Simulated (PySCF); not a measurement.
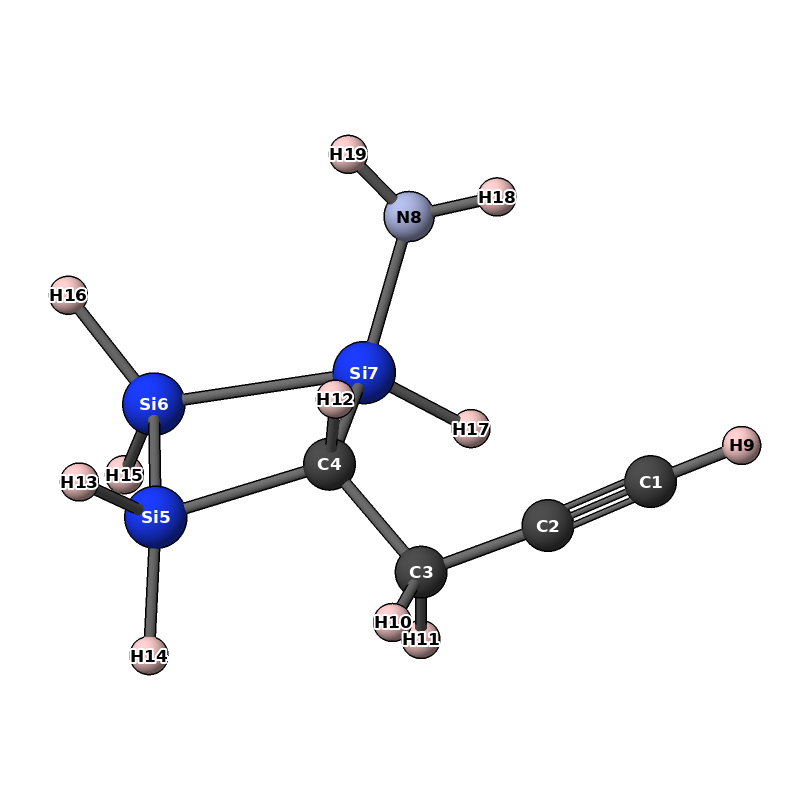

The questions are on isotropic NMR shieldings of the Si atoms. Computed geometry: GFN2-xTB optimisation. No frequency run is at hand to confirm it as a minimum. Level of theory: GIAO PBE0/pcSseg-1 NMR shielding, non-relativistic, gas phase (PySCF 2.14.0).

List the isotropic NMR shieldings of the Si atoms.

```csv
atom,σ (ppm)
Si5,420.5
Si6,443.0
Si7,354.9
```

The geometry is semi-empirical. Around Si such bond lengths and angles can be off by a tenth of an ångström or more and by several degrees, and values that hang on the shape move with them.
